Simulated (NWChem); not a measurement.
# BNH3O (SMILES N[B]O) at U-wB97X/6-31G(d) (spherical functions)

What is the vertical ionisation energy of BNH3O at U-wB97X/6-31G* (spherical functions)? 

The calculation is run with NWChem 7.3.0.

2 further runs of the same task are left out: 2 that didn't finish.

## Step 1: Starting point

BNH3O: 6 atoms, total charge 0, spin state doublet. As SMILES, `N[B]O`. The shape is that of a PBE0-D4/def2-TZVP optimisation. This is one conformer, not always the lowest.

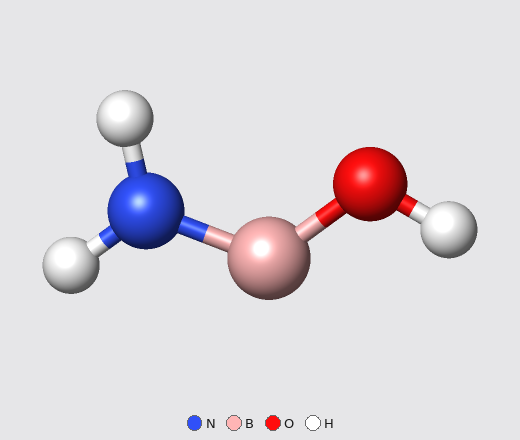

The structure, seen from a chosen angle (nitrogen blue, boron pink, oxygen red, hydrogen white).

## Step 2: A single-point energy at U-wB97X/6-31G(d) (spherical functions)

The input, bh3no.nw:

```
start bh3no
memory total 2200 mb
charge 0
geometry noautosym nocenter noautoz
  N       -0.781300       0.184600      -0.560400
  B        0.032600      -0.490400       0.341500
  O        1.270200      -0.047100       0.684600
  H       -1.694900      -0.139800      -0.815500
  H       -0.498900       1.042700      -1.012000
  H        1.714300      -0.614000       1.315700
end
basis spherical bse
  N library 6-31G*
  B library 6-31G*
  O library 6-31G*
  H library 6-31G*
end
dft
  xc wb97x
  mult 2
  grid medium
  convergence energy 1e-08
  iterations 100
  mulliken
  noprint "final vectors analysis"
end
task dft
```

On the command line:

```bash
$ nwchem bh3no.nw > bh3no.out
```

The program printed (excerpt; [...] marks lines left out):

```text
[...]
          Wavefunction type:  spin polarized.
          No. of atoms     :     6
          No. of electrons :    23
[...]
          Charge           :     0
          Spin multiplicity:     2
[...]
          AO basis - number of functions:    48
[...]
              XC Information
              --------------
                       wb97x  Method XC Functional
                     Hartree-Fock (Exact) Exchange  1.000
                         wb97x Exchange Functional  1.000
                      wb97x Correlation Functional  1.000
[...]
 d= 0,ls=0.0,diis     1   -156.5192151445 -2.18D+02  1.00D-02  1.37D-01     0.7
[...]
 d= 0,ls=0.0,diis    11   -156.5878099597 -2.12D-09  6.79D-07  3.55D-10     6.7
[...]
         Total DFT energy =     -156.587809959700
      One electron energy =     -334.684897885471
           Coulomb energy =      137.374024822557
    Exchange-Corr. energy =      -20.715401401652
 Nuclear repulsion energy =       61.438464504867
[...]
      Total Density - Mulliken Population Analysis
     ---------------------------------------------
    Atom       Charge   Shell Charges
 -----------   ------   -------------------------------------------------------
    1 N    7     7.75   2.00  0.75  2.57  0.78  1.64  0.02
    2 B    5     4.79   2.00  0.49  1.31  0.47  0.41  0.10
    3 O    8     8.57   2.00  0.89  2.95  0.89  1.81  0.02
    4 H    1     0.66   0.50  0.15
    5 H    1     0.67   0.50  0.17
    6 H    1     0.57   0.47  0.09
[...]
      <S2> =      0.7522 (Exact =     0.7500)
[...]
```

Run time: 7.5 s. Hardware: 1 thread of Intel Xeon 6975P-C (Granite Rapids), shared host; peak memory 0.1 GiB.

## Step 3: The singlet cation

The input, work.nw:

```
start work
memory stack 880 mb heap 220 mb global 1100 mb
charge 1

geometry noautosym nocenter noautoz
  N    -0.781300    0.184600   -0.560400
  B     0.032600   -0.490400    0.341500
  O     1.270200   -0.047100    0.684600
  H    -1.694900   -0.139800   -0.815500
  H    -0.498900    1.042700   -1.012000
  H     1.714300   -0.614000    1.315700
end

basis spherical bse
  N library 6-31G*
  B library 6-31G*
  O library 6-31G*
  H library 6-31G*
end

dft
  xc wb97x
  grid medium
  convergence energy 1e-08
  maxiter 100
  mulliken
  print low
end

task dft energy
```

On the command line:

```bash
$ nwchem work.nw > work.out
```

The program printed (excerpt; [...] marks lines left out):

```text
[...]
 d= 0,ls=0.0,diis     1   -156.0405834147 -2.17D+02  2.78D-02  2.57D+00     0.6
[...]
 d= 0,ls=0.0,diis    11   -156.3029448806 -8.74D-10  2.87D-07  5.28D-10     5.7
         Total DFT energy =     -156.302944880608
      One electron energy =     -327.943654573460
           Coulomb energy =      130.555475258860
    Exchange-Corr. energy =      -20.353230070875
 Nuclear repulsion energy =       61.438464504867
[...]
      Total Density - Mulliken Population Analysis
     ---------------------------------------------
    Atom       Charge   Shell Charges
 -----------   ------   -------------------------------------------------------
    1 N    7     7.73   2.00  0.75  2.57  0.80  1.59  0.02
    2 B    5     4.23   2.00  0.56  1.21  0.15  0.21  0.11
    3 O    8     8.44   2.00  0.92  2.91  0.89  1.69  0.02
    4 H    1     0.57   0.49  0.09
    5 H    1     0.54   0.47  0.07
    6 H    1     0.49   0.45  0.05
[...]
```

Wall time 6.3 s (1 thread of Intel Xeon 6975P-C (Granite Rapids), shared host); peak memory 0.1 GiB.

## Step 4: Outcome

At U-wB97X/6-31G* (spherical functions):

```
                                          quantity          value
                       doublet BNH3O: total energy  -156.58781 Eh
                      doublet BNH3O: dipole moment         0.43 D
                               doublet BNH3O: ⟨S²⟩          0.752
                      singlet cation: total energy  -156.30294 Eh
vertical ionisation energy (to the singlet cation)       7.752 eV
```

**Reading.** Removing an electron at fixed nuclei costs 7.75 eV (748 kJ/mol). Only the singlet of the ionised species was computed; a triplet could lie lower. Mulliken charges (doublet BNH3O) run from -0.75 on N1 to +0.43 on H6. Mulliken charges (singlet cation) run from -0.73 on N1 to +0.77 on B2.
